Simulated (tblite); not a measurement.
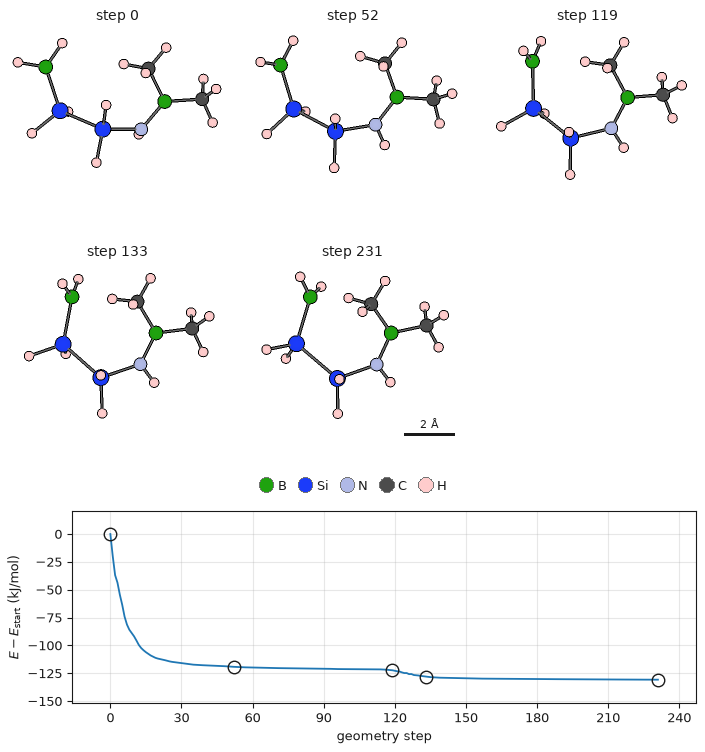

Frames of a relaxation of C₂H₁₃B₂NSi₂, marked on the history of the run. The picture is a ball-and-stick view, seen at a tilt.

Method: tblite 0.8.0, GFN2-xTB geometry optimisation, gas phase. 

**What happens along the run?**

The energy falls by 130.7 kJ/mol in 231 geometry steps. An H atom moves most after the best rigid fit: 2.08 Å. By element the largest moves are H 2.08 Å, B 1.30 Å, C 0.59 Å, Si 0.54 Å, N 0.28 Å. Some distances before and after: B–H 3.138 → 1.692 Å, B–N 1.495 → 1.394 Å, Si–Si 2.231 → 2.328 Å, C–H 1.120 → 1.088 Å. Bond angles that change, for instance: Si–N–B 115.4° → 129.8°, Si–Si–H 105.5° → 115.4°, B–Si–H 105.5° → 115.1°. Groups turn about Si–Si by about 70°, B–Si by about 25°, B–C by about 25°. Cost: 1.6 s on 1 thread of Arm Neoverse V2, with other jobs on the host. From step 0 to 52: an H atom moves most (1.04 Å), energy −119.1 kJ/mol. From step 52 to 119: an H atom moves most (1.23 Å), energy −3.11 kJ/mol. From step 119 to 133: an H atom moves most (0.45 Å), energy −5.65 kJ/mol. From step 133 to 231: an H atom moves most (0.69 Å), energy −2.78 kJ/mol.

```json
{"step": "0", "E − E(0), kJ/mol": "0.00"}
{"step": "1", "E − E(0), kJ/mol": "-19.73"}
{"step": "2", "E − E(0), kJ/mol": "-36.86"}
{"step": "3", "E − E(0), kJ/mol": "-43.62"}
{"step": "4", "E − E(0), kJ/mol": "-54.43"}
{"step": "5", "E − E(0), kJ/mol": "-63.48"}
{"step": "6", "E − E(0), kJ/mol": "-74.14"}
{"step": "7", "E − E(0), kJ/mol": "-81.23"}
{"step": "8", "E − E(0), kJ/mol": "-85.83"}
{"step": "9", "E − E(0), kJ/mol": "-88.83"}
{"step": "10", "E − E(0), kJ/mol": "-91.79"}
{"step": "22", "E − E(0), kJ/mol": "-112.66"}
{"step": "33", "E − E(0), kJ/mol": "-116.69"}
{"step": "45", "E − E(0), kJ/mol": "-118.26"}
{"step": "57", "E − E(0), kJ/mol": "-119.62"}
{"step": "68", "E − E(0), kJ/mol": "-120.18"}
{"step": "80", "E − E(0), kJ/mol": "-120.47"}
{"step": "91", "E − E(0), kJ/mol": "-120.84"}
{"step": "103", "E − E(0), kJ/mol": "-121.25"}
{"step": "115", "E − E(0), kJ/mol": "-121.53"}
{"step": "126", "E − E(0), kJ/mol": "-125.69"}
{"step": "138", "E − E(0), kJ/mol": "-128.78"}
{"step": "150", "E − E(0), kJ/mol": "-129.50"}
{"step": "161", "E − E(0), kJ/mol": "-129.79"}
{"step": "173", "E − E(0), kJ/mol": "-130.04"}
{"step": "184", "E − E(0), kJ/mol": "-130.21"}
{"step": "196", "E − E(0), kJ/mol": "-130.31"}
{"step": "208", "E − E(0), kJ/mol": "-130.45"}
{"step": "219", "E − E(0), kJ/mol": "-130.59"}
{"step": "231", "E − E(0), kJ/mol": "-130.67"}
```
